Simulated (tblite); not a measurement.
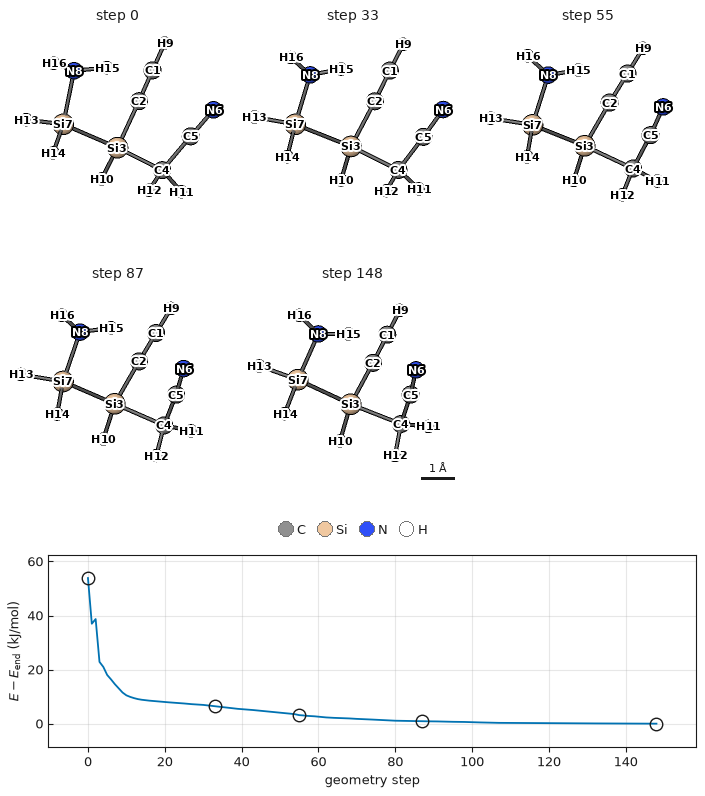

Frames of a relaxation of C$_{4}$H$_{8}$N$_{2}$Si$_{2}$, marked on the history of the run. A ball-and-stick model, seen at a tilt.

Method: GFN2-xTB geometry optimisation, gas phase in tblite. 

Q: What happens along the run?

A: N6 moves most after the best rigid fit: 1.34 Å. By element the largest moves are N 1.34 Å, H 0.83 Å, C 0.64 Å, Si 0.13 Å. Among the contacts that change: Si7–N8 1.810 → 1.716 Å, Si3–Si7 2.225 → 2.315 Å, Si3–C4 1.875 → 1.946 Å, N8–H15 1.052 → 1.009 Å. Among the angles between lasting bonds that change: Si7–N8–H15 109.9° → 119.8°, C4–Si3–H10 111.7° → 103.4°, Si7–Si3–H10 109.4° → 117.5°. Groups turn about Si3–C4 by about 40°, Si7–N8 by about 20°. The energy falls by 53.9 kJ/mol in 148 geometry steps. From step 0 to 33: H13 moves most (0.38 Å), energy −47.4 kJ/mol. From step 33 to 55: N6 moves most (0.56 Å), energy −3.28 kJ/mol. From step 55 to 87: N6 moves most (0.45 Å), energy −2.27 kJ/mol. From step 87 to 148: H atoms move most (0.33 Å), energy −0.89 kJ/mol.

```tsv
step	E − E(0), kJ/mol
0	0.00
1	-16.90
2	-15.16
3	-31.01
4	-32.86
5	-35.84
6	-37.47
7	-39.24
8	-40.76
9	-42.33
10	-43.37
17	-45.47
25	-46.38
32	-47.25
39	-48.37
46	-49.18
54	-50.39
61	-51.42
68	-51.91
75	-52.41
83	-52.85
90	-53.00
97	-53.19
104	-53.44
112	-53.59
119	-53.63
126	-53.70
133	-53.77
141	-53.83
148	-53.86
```
